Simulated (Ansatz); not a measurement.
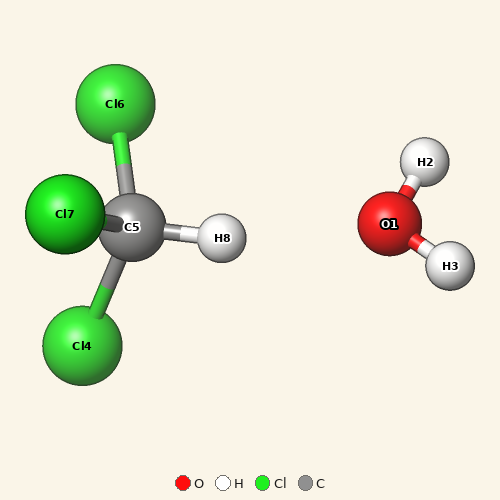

The system is the pair H₂O···CHCl₃; the picture shows the reference structure. The turn is about an axis along (−0.94, 0.33, 0.05) in the frame of the relaxed pair, normal to the line between the partners. Coordinates scanned: (1) distance H8···O1; (2) turn of O1, H2, H3 about its own atom O1. The grid has 9 × 8 points. Points are written as (first, second). Energies: kcal/mol, counted from the lowest grid point. Energies and slopes of some neighbouring points disagree (a jump in structure or state, or too coarse a mesh). Method: RKS PBE-D4/def2-SVPD in Ansatz 0.2.0.

Its coordinates:

```xyz
8

O    -0.1234   -0.0460   -1.8678
H     0.1472    0.7901   -2.2827
H    -0.3721   -0.6310   -2.6022
Cl   -1.5414   -0.2346    2.0194
C     0.0560   -0.0443    1.2456
Cl    0.6766    1.6213    1.4576
Cl    1.2208   -1.2447    1.8694
H    -0.0639   -0.2107    0.1608
```

Range: distance H8···O1 from 1.710 to 3.710 Å; turn of O1, H2, H3 about its own atom O1 from −180 to 135°.

### What will the energy surface look like?

The lowest grid point is at (1.997 Å, 0°). Other grid points that lie below all their neighbours: (3.047 Å, −180°) (5.3 kcal/mol higher). The highest grid point, (1.710 Å, 135°), lies 56.9 kcal/mol above the lowest.

| second ↓, first → | 1.710 | 1.819 | 1.997 | 2.217 | 2.468 | 2.746 | 3.047 | 3.369 | 3.710 |
| --- | --- | --- | --- | --- | --- | --- | --- | --- | --- |
| 135 | 56.9 | 37.7 | 21.0 | 12.0 | 8.1 | 6.5 | 6.0 | 5.8 | 5.7 |
| 90 | 15.7 | 11.7 | 7.9 | 5.7 | 4.8 | 4.7 | 4.8 | 5.1 | 5.2 |
| 45 | 4.0 | 2.5 | 1.5 | 1.4 | 1.9 | 2.6 | 3.3 | 3.9 | 4.4 |
| 0 | 1.9 | 0.7 | 0.0 | 0.2 | 1.0 | 2.0 | 2.8 | 3.5 | 4.1 |
| −45 | 4.8 | 3.2 | 2.0 | 1.7 | 2.0 | 2.7 | 3.4 | 4.0 | 4.4 |
| −90 | 27.8 | 19.9 | 12.3 | 7.8 | 5.8 | 5.2 | 5.1 | 5.2 | 5.3 |
| −135 | 44.8 | 30.8 | 17.9 | 10.7 | 7.4 | 6.2 | 5.8 | 5.7 | 5.7 |
| −180 | 22.3 | 16.6 | 10.8 | 7.4 | 5.8 | 5.3 | 5.3 | 5.4 | 5.6 |

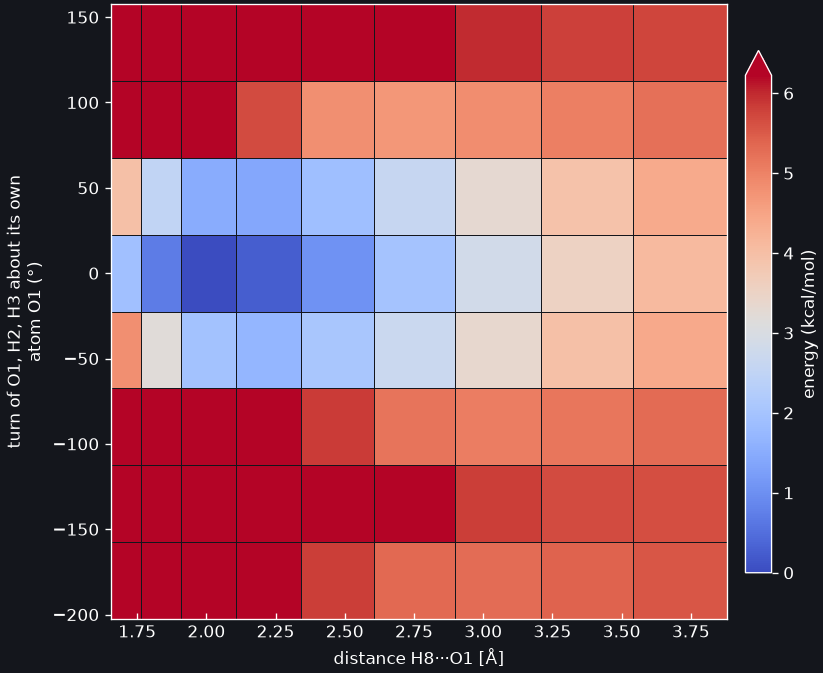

In the figure: one coloured cell a grid point, one colour for all values above the top of the scale.

Each point was launched as `ansatz run input.yaml --threads 1 --pin off --max-ram 2560MiB --backend cpu --events-out ev --progress --plain --runs-dir out`. The whole map (72 points run) took 8.9 min on 1 thread of Intel(R) Xeon(R) Platinum 8488C (Sapphire Rapids), with other jobs on the host.
